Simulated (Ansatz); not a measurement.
```xyz
8

Zr    0.2056    0.0839    0.7147
Cl   -2.0108   -0.5223    1.7849
F     1.6646   -0.3766   -0.4502
F    -0.2219    1.8525    0.1391
N    -0.8957   -1.6048   -0.2641
H    -1.7100   -1.5043   -0.8894
H    -0.8752   -2.5858    0.0576
F     1.1557   -0.0027    2.3679
```

Core potentials replace the inner electrons of Zr.

The calculation used UKS PBE-D4/def2-SVP in Ansatz.

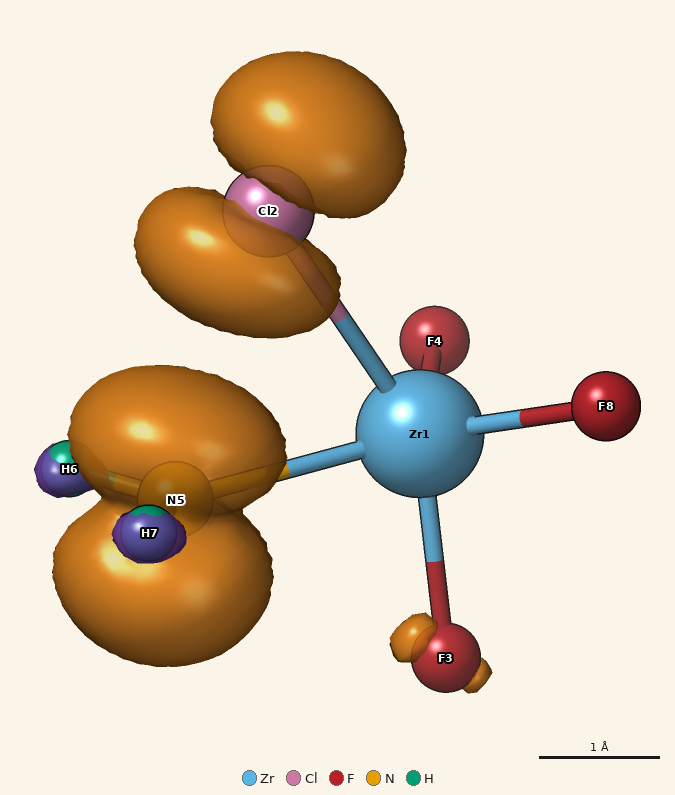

ClF$_{3}$H$_{2}$NZr (doublet). Isosurfaces of the spin density at +0.02 (orange) and −0.02 e/Å³ (purple), seen at an oblique angle.

Question: Where is the unpaired spin?

Answer: The unpaired spin (1 electron) lies mostly on N5 (about 0.6) and Cl2 (about 0.3), in electrons by Hirshfeld's partition.
